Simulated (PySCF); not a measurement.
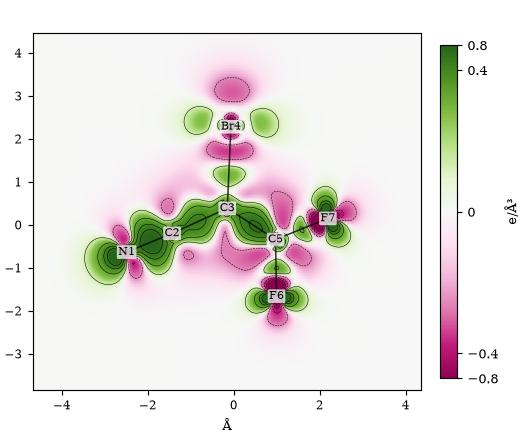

C₃BrF₂N, SMILES `N#CC(Br)=C(F)F`. Deformation density (molecule less spherical, spin-averaged free atoms) in the molecular plane; colour scale in e/Å³, logarithmic beyond ±0.1; green: gain, pink: loss.

Level of theory: PBE/cc-pVDZ (PySCF), at a geometry from GFN2-xTB. No frequency check shows the geometry to be a minimum. GFN2-xTB bond lengths at metals and heavier atoms can be off by up to 0.1 Å and shapes distorted, which carries into these values.

The calculation's input:

```python
import numpy as np
from pyscf import gto, scf, dft
from pyscf.scf import atom_ks, atom_hf
from scipy.linalg import block_diag

def solve(mol, dm0=None, hcore=None):
    mf = (dft.UKS if mol.spin else dft.RKS)(mol, xc='pbe')
    mf.grids.level = 3
    mf = mf.density_fit(auxbasis='def2-universal-jkfit')
    mf.conv_tol, mf.max_cycle = 1e-8, 80
    if hcore is not None:
        mf.get_hcore = lambda *args: hcore
    mf.kernel(dm0)
    if not mf.converged:
        mf = mf.newton().run(mf.mo_coeff, mf.mo_occ, max_cycle=30)
    assert mf.converged, 'SCF not converged'
    return mf

mol = gto.M(atom='''
N     -0.87315     2.79057     0.00000
C     -0.65781     1.66719     0.00000
C     -0.34447     0.29197     0.00000
Br     1.49719    -0.17049     0.00000
C     -1.28127    -0.66119     0.00000
F     -2.57638    -0.41963     0.00000
F     -1.04453    -1.95311     0.00000
''', basis='cc-pvdz', charge=0, spin=0, verbose=4)
mf = solve(mol)
mf.analyze()
# spherically averaged free atoms, for the promolecule
atm = atom_ks.get_atm_nrks(mol, xc='pbe')
pro = block_diag(*[(atm[a[0]][2] * atm[a[0]][3]) @ atm[a[0]][2].T for a in mol._atom])
np.savez('result.npz', e=mf.e_tot, c=mf.mo_coeff, occ=mf.mo_occ, eps=mf.mo_energy, pro=pro, dip=mf.dip_moment(verbose=0), s2=mf.spin_square()[0])
```

Run with:

```sh
OMP_NUM_THREADS=1 python input.py
```

The run took 20 s on 1 thread of Arm Neoverse V1, on a shared host, peak memory 0.43 GiB.

Partitions, critical points and surface values were worked out afterwards from this run's density.

Q: Describe the bonding that the map shows.

A: N1–C2: +0.79 e/Å³ at the bond critical point (bond length 1.14 Å, Mayer order 3.1). C3–C5: +0.61 e/Å³ at the bond critical point (bond length 1.34 Å, Mayer order 1.6). C2–C3: +0.47 e/Å³ at the bond critical point (bond length 1.41 Å, Mayer order 1.1). C3–Br4: +0.12 e/Å³ at the bond critical point (bond length 1.90 Å, Mayer order 1.1). C5–F7: +0.05 e/Å³ at the bond critical point (bond length 1.31 Å, Mayer order 1.3); up to 0.6 Å beside the axis the gain reaches +0.22 e/Å³. C5–F6: +0.04 e/Å³ at the bond critical point (bond length 1.32 Å, Mayer order 1.3); up to 0.6 Å beside the axis the gain reaches +0.21 e/Å³. In all, 1.6 electrons gather in the regions of gain relative to the promolecule. A small or negative value marks a very polar bond, one between electron-rich atoms, whose free-atom densities already overlap strongly, a long bond to a heavier atom, or a closed-shell contact such as a hydrogen bond.

Q: Where do the Hirshfeld charges lie?

A: The highest Hirshfeld charge is on C5 (+0.17 e), the lowest on N1 (−0.17 e).
